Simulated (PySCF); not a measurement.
# Geometry relaxation, with input and output: CH₆Al₂Cl₂O

CH₆Al₂Cl₂O, computed with PBE0-D3(BJ)/def2-SVP geometry optimisation, gas phase (PySCF 2.14.0).

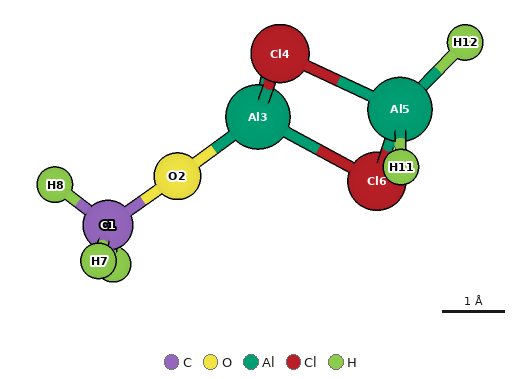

The structure as given in the input (ball-and-stick view, seen at a tilt; atoms are numbered from 1 in the order of the input). Sticks mark near contacts. Bond lengths as drawn: Al–Cl 2.16 to 2.25 Å, Al–H 1.51 to 1.55 Å, Al–O 1.63 Å, C–H 1.07 to 1.10 Å and C–O 1.39 Å.

## The input
```
{"job": {"xc": "PBE0", "basis": "def2-SVP", "d3": "d3bj", "grid": 1, "shake": 0.01, "kind": "geom"}, "charge": 0, "multiplicity": 1}
C     -2.546550    -0.939100     0.111070
O     -1.407480    -0.145540     0.059380
Al    -0.111800     0.838600    -0.018710
Cl     1.328350     0.684690     1.703930
Al     2.915700     0.200570     0.324740
Cl     1.527740     0.144690    -1.344880
H     -2.329210    -1.920510     0.467170
H     -3.274470    -0.442090     0.774280
H     -3.005570    -0.974440    -0.872170
H     -0.288240     2.314690    -0.279610
H      3.392930    -1.231830     0.636330
H      3.838280     1.442010     0.194150
```

The first line tells a small driver script what to run in PySCF; the rest is the geometry in Å.

Run as:
```bash
OMP_NUM_THREADS=1 python <driver script> task.json out
```

## The program's output
```
step   0  E = -1521.19588743  max force = 0.039307
step   1  E = -1521.21180736  max force = 0.004543
step   2  E = -1521.21219490  max force = 0.002499
step   3  E = -1521.21243176  max force = 0.002537
step   4  E = -1521.21249855  max force = 0.002498
step   5  E = -1521.21263446  max force = 0.003546
step   6  E = -1521.21273258  max force = 0.004379
step   7  E = -1521.21295736  max force = 0.003473
step   8  E = -1521.21325498  max force = 0.002863
step   9  E = -1521.21358067  max force = 0.001536
step  10  E = -1521.21382169  max force = 0.001926
step  11  E = -1521.21394137  max force = 0.002211
step  12  E = -1521.21404996  max force = 0.002304
step  13  E = -1521.21411125  max force = 0.001916
step  14  E = -1521.21415174  max force = 0.001310
step  15  E = -1521.21420292  max force = 0.001613
step  16  E = -1521.21378871  max force = 0.005234
step  17  E = -1521.21416551  max force = 0.003263
step  18  E = -1521.21429012  max force = 0.002436
step  19  E = -1521.21436427  max force = 0.001638
step  20  E = -1521.21439641  max force = 0.001385
step  21  E = -1521.21442822  max force = 0.000981
step  22  E = -1521.21446280  max force = 0.001245
step  23  E = -1521.21449059  max force = 0.000595
step  24  E = -1521.21450063  max force = 0.000301
optimisation converged
```

## Trajectory as extended XYZ (Å, eV, eV/Å), 9 of the 25 frames kept, from step=0 to step=24
```
12
Properties=species:S:1:pos:R:3:forces:R:3 step=0 energy=-41393.84851
C    -2.5465   -0.9391    0.1111    0.2300   2.0212   0.0474
O    -1.4075   -0.1455    0.0594   -0.8262  -1.1591   0.0774
Al   -0.1118    0.8386   -0.0187   -0.0839   0.5203   0.0860
Cl    1.3283    0.6847    1.7039   -0.8956   0.2619   1.7064
Al    2.9157    0.2006    0.3247    1.7318  -0.1326   0.1405
Cl    1.5277    0.1447   -1.3449   -0.3539  -0.4632  -1.8417
H    -2.3292   -1.9205    0.4672    0.1993  -1.2162   0.4008
H    -3.2745   -0.4421    0.7743   -0.1393  -0.2938   0.1304
H    -3.0056   -0.9744   -0.8722   -0.2551  -0.3018  -0.5464
H    -0.2882    2.3147   -0.2796   -0.0968   1.0137  -0.1784
H     3.3929   -1.2318    0.6363    0.2162  -0.5768   0.0687
H     3.8383    1.4420    0.1941    0.2734   0.3265  -0.0911
12
Properties=species:S:1:pos:R:3:forces:R:3 step=3 energy=-41394.29870
C    -2.4590   -0.9655    0.1394    0.0232  -0.0087  -0.0170
O    -1.4231   -0.0626    0.0750   -0.1304   0.0071   0.0285
Al   -0.2015    1.0557   -0.0320    0.1037   0.0255  -0.0117
Cl    1.2392    0.7864    1.7625    0.0069   0.0155   0.0182
Al    2.9219    0.1229    0.3206    0.0100  -0.0201  -0.0026
Cl    1.4275    0.2143   -1.4409    0.0049   0.0244  -0.0403
H    -2.1105   -1.9493    0.4964    0.0219  -0.0525   0.0330
H    -3.2511   -0.6222    0.8295    0.0055  -0.0004  -0.0318
H    -2.9189   -1.1216   -0.8532   -0.0142   0.0242   0.0132
H    -0.3778    2.5882   -0.3165   -0.0169  -0.0170   0.0120
H     3.2597   -1.3903    0.6136   -0.0078   0.0065  -0.0047
H     3.9386    1.3187    0.1632   -0.0067  -0.0045   0.0031
12
Properties=species:S:1:pos:R:3:forces:R:3 step=6 energy=-41394.30688
C    -2.2853   -1.0246    0.2173    0.0456  -0.0904   0.0140
O    -1.4363    0.0539    0.1412   -0.0118   0.1791  -0.0165
Al   -0.2583    1.2220   -0.0204   -0.0133  -0.2252   0.0210
Cl    1.2517    0.9312    1.7179    0.0029  -0.0048  -0.0808
Al    2.7866    0.0411    0.2239   -0.1206   0.1037  -0.0270
Cl    1.3240    0.4608   -1.5354    0.0293   0.0172   0.1045
H    -1.7611   -1.9338    0.5720   -0.0473   0.0653  -0.0376
H    -3.1185   -0.8257    0.9134   -0.0058   0.0003   0.0400
H    -2.7330   -1.2550   -0.7661    0.0299  -0.0250  -0.0174
H    -0.5340    2.7411   -0.2727    0.0138   0.0334   0.0200
H     2.8428   -1.5141    0.4683    0.0297  -0.0190  -0.0190
H     3.9665    1.0777    0.0980    0.0476  -0.0346  -0.0013
12
Properties=species:S:1:pos:R:3:forces:R:3 step=9 energy=-41394.32996
C    -1.9804   -1.0871    0.3035   -0.0401   0.0172  -0.0419
O    -1.5290    0.2177    0.2650   -0.0781   0.0044  -0.0236
Al   -0.3724    1.4087    0.0579   -0.0389   0.0617   0.0019
Cl    1.2756    1.1031    1.6535    0.0649  -0.0107   0.0047
Al    2.5113   -0.0483    0.0678   -0.0026   0.0277  -0.0179
Cl    1.1325    0.7971   -1.5913   -0.0133  -0.0790   0.0329
H    -1.1979   -1.7939    0.6335    0.0200  -0.0066   0.0060
H    -2.8334   -1.1792    0.9987    0.0297  -0.0038   0.0107
H    -2.3345   -1.4170   -0.6904    0.0332  -0.0103   0.0027
H    -0.7338    2.9250   -0.0942    0.0215  -0.0068   0.0156
H     2.1810   -1.5829    0.2289    0.0043   0.0018  -0.0011
H     3.9260    0.6315   -0.0754   -0.0007   0.0044   0.0098
12
Properties=species:S:1:pos:R:3:forces:R:3 step=12 energy=-41394.34273
C    -1.9884   -1.0573    0.2835    0.0597  -0.0233   0.0094
O    -1.6352    0.2815    0.2942   -0.0770   0.0158   0.0272
Al   -0.4074    1.4112    0.1146    0.1185  -0.0221   0.0083
Cl    1.2842    1.0171    1.6683   -0.0539   0.0061   0.0204
Al    2.5223   -0.0531    0.0415    0.0471  -0.0700   0.0164
Cl    1.0181    0.6554   -1.5515   -0.0131   0.0459  -0.0503
H    -1.1612   -1.7140    0.6129   -0.0131   0.0053  -0.0043
H    -2.8417   -1.2343    0.9599   -0.0190   0.0023  -0.0075
H    -2.2891   -1.3856   -0.7276   -0.0121   0.0071  -0.0093
H    -0.6596    2.9499   -0.0060   -0.0173   0.0058  -0.0060
H     2.3166   -1.6072    0.2257   -0.0015   0.0007   0.0012
H     3.8865    0.7111   -0.1582   -0.0182   0.0265  -0.0055
12
Properties=species:S:1:pos:R:3:forces:R:3 step=15 energy=-41394.34690
C    -2.0459   -1.0101    0.2291   -0.0401  -0.0018   0.0119
O    -1.6915    0.3291    0.2839    0.0715   0.0257  -0.0110
Al   -0.3739    1.3726    0.1467   -0.0417  -0.0206  -0.0216
Cl    1.2342    0.8414    1.7333   -0.0420  -0.0490  -0.0451
Al    2.5749   -0.0780    0.0795   -0.0385   0.0829  -0.0167
Cl    1.0359    0.5824   -1.5177    0.0121   0.0014   0.0527
H    -1.2437   -1.6801    0.5930   -0.0095   0.0127  -0.0122
H    -2.9382   -1.1924    0.8523    0.0066  -0.0054   0.0075
H    -2.2986   -1.3164   -0.8023    0.0264  -0.0114  -0.0024
H    -0.5520    2.9230    0.0336    0.0168   0.0060   0.0194
H     2.5067   -1.6469    0.2158    0.0073  -0.0076   0.0003
H     3.8371    0.8501   -0.0898    0.0313  -0.0329   0.0172
12
Properties=species:S:1:pos:R:3:forces:R:3 step=18 energy=-41394.34927
C    -2.0753   -0.9874    0.1855   -0.0612   0.0640   0.0171
O    -1.7084    0.3499    0.2461    0.0656  -0.0220  -0.0749
Al   -0.3574    1.3560    0.1420   -0.1252   0.0375  -0.0191
Cl    1.1601    0.7248    1.7586    0.0591  -0.0509  -0.0244
Al    2.5973   -0.0850    0.1240   -0.0634   0.0714   0.0005
Cl    1.0882    0.5929   -1.4980    0.0238  -0.0338   0.0443
H    -1.2920   -1.6629    0.5760    0.0191  -0.0111   0.0081
H    -2.9874   -1.1564    0.7836    0.0136  -0.0089   0.0010
H    -2.3001   -1.2962   -0.8515    0.0228  -0.0091   0.0027
H    -0.4920    2.9135    0.0477    0.0160  -0.0105   0.0319
H     2.5755   -1.6593    0.2055    0.0076  -0.0019  -0.0050
H     3.8366    0.8847    0.0380    0.0222  -0.0246   0.0179
12
Properties=species:S:1:pos:R:3:forces:R:3 step=21 energy=-41394.35302
C    -2.0608   -0.9806    0.1489    0.0145  -0.0296   0.0391
O    -1.7233    0.3644    0.1817   -0.0231   0.0063  -0.0504
Al   -0.3780    1.3773    0.1411    0.0469  -0.0101   0.0132
Cl    1.1098    0.6628    1.7658   -0.0015   0.0264   0.0227
Al    2.5779   -0.0915    0.1508    0.0183  -0.0382   0.0115
Cl    1.1126    0.6433   -1.4751   -0.0163   0.0122  -0.0295
H    -1.2680   -1.6279    0.5707   -0.0080   0.0069  -0.0029
H    -2.9774   -1.1586    0.7368   -0.0092   0.0046  -0.0082
H    -2.2549   -1.3222   -0.8836   -0.0002   0.0015  -0.0045
H    -0.4868    2.9372    0.1049   -0.0079   0.0052   0.0183
H     2.5435   -1.6687    0.1680   -0.0022   0.0009  -0.0055
H     3.8504    0.8392    0.1473   -0.0115   0.0139  -0.0038
12
Properties=species:S:1:pos:R:3:forces:R:3 step=24 energy=-41394.35500
C    -2.0507   -0.9804    0.1316   -0.0042   0.0061   0.0036
O    -1.7220    0.3679    0.1458    0.0084  -0.0054   0.0039
Al   -0.3750    1.3815    0.1538    0.0061  -0.0032  -0.0029
Cl    1.1031    0.6471    1.7802   -0.0155   0.0030  -0.0114
Al    2.5667   -0.1022    0.1565    0.0107   0.0055  -0.0128
Cl    1.1206    0.6791   -1.4706   -0.0057  -0.0035   0.0101
H    -1.2633   -1.6154    0.5802    0.0001   0.0009   0.0042
H    -2.9790   -1.1529    0.7025   -0.0033   0.0020  -0.0035
H    -2.2220   -1.3400   -0.8990    0.0047  -0.0031   0.0014
H    -0.4914    2.9418    0.1622    0.0005   0.0000   0.0043
H     2.5176   -1.6786    0.1405   -0.0030   0.0001   0.0027
H     3.8404    0.8267    0.1737    0.0014  -0.0024   0.0002
```

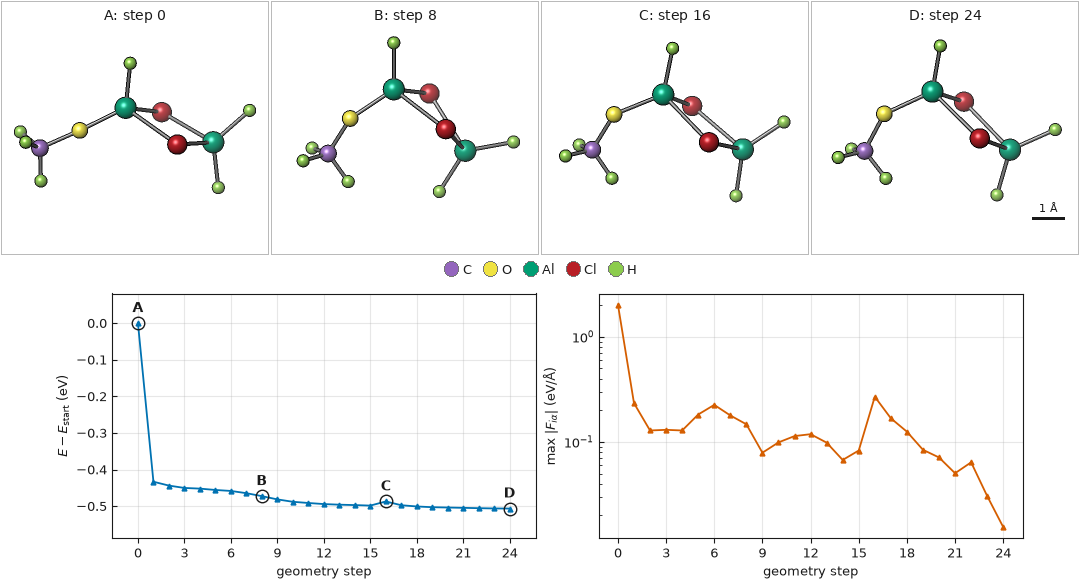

Frames of the relaxation (ball-and-stick view, seen at a tilt) above the curves, on which the letters mark them (steps are counted from 0).

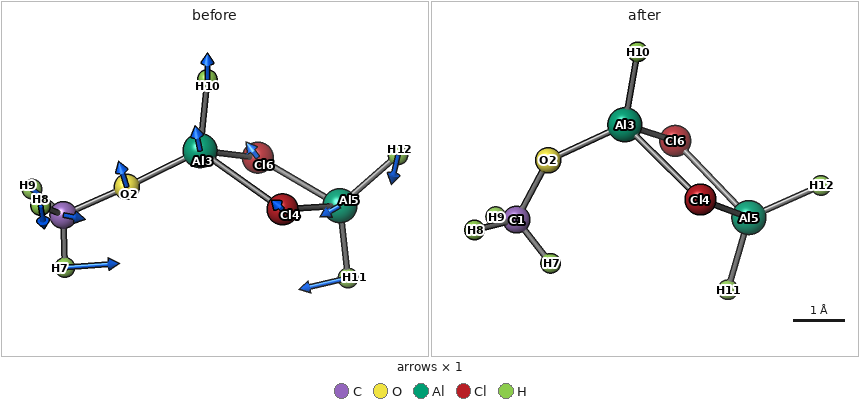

Before (left) and after (right) the relaxation, at one scale (ball-and-stick view, seen at a tilt). The blue arrows give the displacements, at true length. The atom that moves furthest after the best rigid fit is H7 (1.12 Å). Largest moves by element: H 1.12 Å, O 0.61 Å, Al 0.58 Å, C 0.48 Å, Cl 0.43 Å. Distances before and after: Cl4–Al5 2.158 → 2.311 Å, Al5–Cl6 2.172 → 2.313 Å, Al3–Cl6 2.220 → 2.317 Å, Al3–Cl4 2.251 → 2.317 Å. Among the angles that change: C1–O2–Al3 177.6° → 140.7°, O2–Al3–Cl4 115.5° → 108.8°, O2–Al3–Cl6 115.3° → 109.3°. Over 24 geometry steps the energy falls by 0.506 eV. The largest force component goes from 2 to 0.015 eV/Å. (Atoms are counted from 1 in the order of the input.)

## Results in brief

- outcome: converged
- total energy: −1521.214501 hartree
- dipole moment: 0.93 D
- point group: C1
- hardware: 1 CPU thread, shared host
- wall time: 2.9 min
- peak memory: 0.59 GiB
